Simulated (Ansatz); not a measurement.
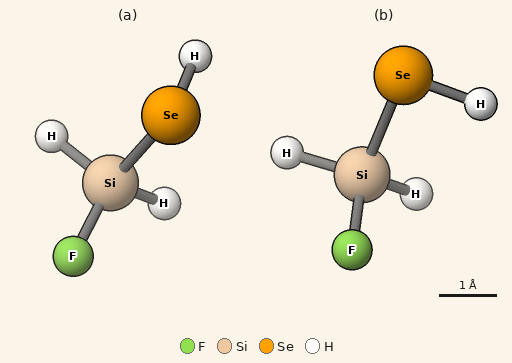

The structure of SiH$_{3}$SeF before (left) and after (right) a relaxation, at one scale.

The picture is a ball-and-stick view, seen from a free direction.

The run prepares the start of a later molecular dynamics calculation, from a guessed geometry.

Method: RKS PBE0/def2-SVP (Ansatz).

The input:
```yaml
crystal:
  periodic: [false, false, false]
  atoms:
    - { symbol: F, position_ang: [-1.9404, 0.5205, -0.4063] }
    - { symbol: Si, position_ang: [-0.4057, -0.0073, -0.3909] }
    - { symbol: Se, position_ang: [0.4865, 0.4133, 1.6402] }
    - { symbol: H, position_ang: [-0.322, -1.4421, -0.6474] }
    - { symbol: H, position_ang: [0.3852, 0.6714, -1.4466] }
    - { symbol: H, position_ang: [1.8385, -0.2198, 1.2048] }
basis:
  gaussian: { orbitals: def2-SVP }
hamiltonian:
  xc: pbe0
relax:
  f_tol: 0.02
  max_steps: 40
scf:
  lower_state_search: "off"
```

Run as
```bash
ansatz run input.yaml --threads 1 --pin off --max-ram 2048MiB --backend cpu --events-out ev --progress --plain --runs-dir out
```

What changed between the two?

Answer. After 17 accepted moves (19 points after the start) the energy has fallen by 20.7 kJ/mol. The largest force component goes from 1.3 to 0.0083 eV/Å. The line search rejected the trial steps at points 6, 8 of the run. The forces were under the threshold at step 5, but the run went on from there. The atom that moves furthest after the best rigid fit is H6 (1.18 Å). By element the largest moves are H 1.18 Å, Se 0.96 Å, F 0.43 Å, Si 0.20 Å. Among the contacts that change: Se3–H6 1.555 → 1.471 Å, Si2–H4 1.460 → 1.486 Å, Si2–Se3 2.258 → 2.262 Å. Among the angles between lasting bonds that change: H4–Si2–H5 107.1° → 113.1°, F1–Si2–H4 111.8° → 106.7°, Se3–Si2–H5 110.1° → 105.7°. Groups turn about Si2–Se3 by about 105°.
